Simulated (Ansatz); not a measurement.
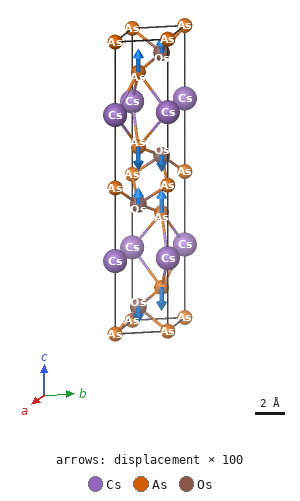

This is a relaxation of crystalline CsAs₃Os₂ (built on the MAX phase (312) type). The starting structure is drawn; blue arrows show the displacements (the part carried along by the change of the cell is left out), magnified 100 times.

A ball-and-stick model of the cell of the calculation, seen slightly off an axis.

Case: MAX phase (312) type (P6_3/mmc, No. 194).

Theory: DFT PBE, scalar-relativistic, plane waves, PAW (Ansatz 0.2.0).

The input:
```yaml
crystal:
  lattice:
    - [3.8102537346, 0.0, 0.0]
    - [-1.9051268673, 3.299776529, 0.0]
    - [0.0, 0.0, 21.4990649549]
  atoms:
    - { symbol: Cs, position: [0.0, 0.0, 0.25] }
    - { symbol: Cs, position: [0.0, 0.0, 0.75] }
    - { symbol: As, position: [0.0, 0.0, 0.5] }
    - { symbol: As, position: [0.0, 0.0, 0.0] }
    - { symbol: As, position: [0.3333333333, 0.6666666667, 0.3783163084] }
    - { symbol: As, position: [0.6666666667, 0.3333333333, 0.8783163084] }
    - { symbol: As, position: [0.6666666667, 0.3333333333, 0.6216836916] }
    - { symbol: As, position: [0.3333333333, 0.6666666667, 0.1216836916] }
    - { symbol: Os, position: [0.3333333333, 0.6666666667, 0.9259539526] }
    - { symbol: Os, position: [0.6666666667, 0.3333333333, 0.4259539526] }
    - { symbol: Os, position: [0.6666666667, 0.3333333333, 0.0740460474] }
    - { symbol: Os, position: [0.3333333333, 0.6666666667, 0.5740460474] }
basis:
  ecutwfc: 420
kpoints:
  mp_grid: { grid: [12, 12, 2] }
hamiltonian:
  xc: pbe
scf:
  occupations: { method: gaussian, width: 0.1 }
output:
  forces: true
  stress: true
  eigenvalues: true
relax:
  adjacent_minimum: "off"
  f_tol: 0.01
  max_steps: 80
  cell: { stress_tol: 0.05 }
```

Command:
```bash
ansatz run input.yaml --threads 1 --pin off --max-ram 2560MiB --backend cpu --events-out ev --progress --plain --runs-dir out
```

**Which element moves most?**

Arsenic: up to 0.017 Å, against 0.012 Å for osmium.

**Describe the change and its energy.**

The largest moves relative to the cell, 0.017 Å, are those of As5, As6, As7 and As8. As8 goes along −c. By element the largest moves are As 0.017 Å, Os 0.012 Å. Cs stays in place. The drawn cell changes at constant volume: a = b 3.810 → 3.833 Å (+0.6 %), c 21.499 → 21.241 Å (−1.2 %). Some distances before and after: As3–Os10 2.715 → 2.708 Å, As5–Os10 2.427 → 2.432 Å. The space group stays P6_3/mmc (No. 194). Over 3 accepted moves (4 points after the start) the energy falls by 1.0 meV per atom. Largest force component: 0.029 eV/Å at the start, 0.0098 eV/Å at the end. The pressure goes from 0.05 to 0.00 GPa. The SCF was repeated once at an unchanged geometry on a basis and grid sized afresh for the cell, which shifted the energy by less than 0.05 meV per atom at most.
